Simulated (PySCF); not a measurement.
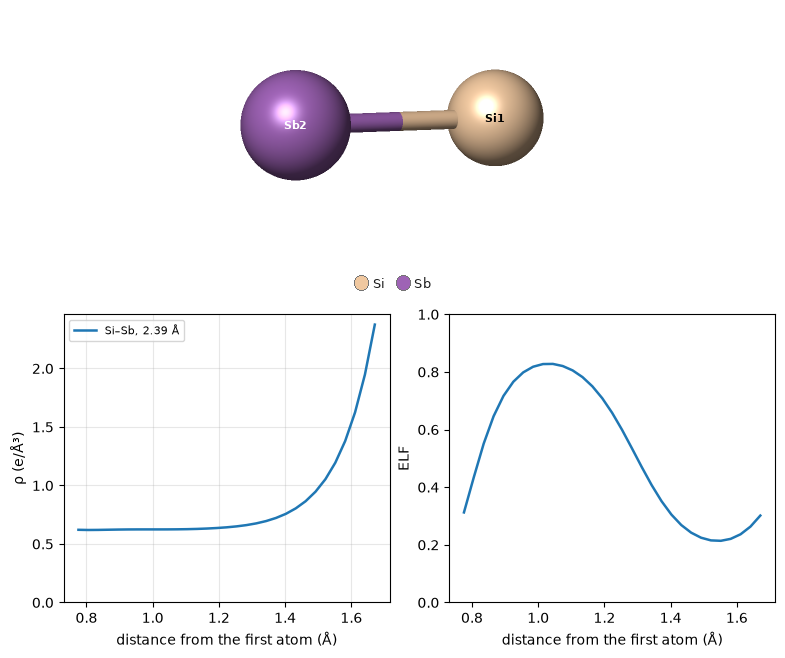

*SiSb (doublet). Electron density and ELF along straight lines between neighbouring atoms. The curves leave out the atomic cores. The structure is drawn too.*

Core potentials replace the inner electrons of Sb.

Theory: PySCF, PBE0/def2-SVPD, non-relativistic Hamiltonian with scalar-relativistic core potentials where named, at a bond length of 2.387 Å.

What can be read from the curves?

Si–Sb (2.39 Å): the density is about 0.64 e/Å³ at the midpoint; the ELF peaks at about 0.85 in the valence shell of Si, 1.0 Å from its nucleus, and drops to about 0.20 between the two atoms.
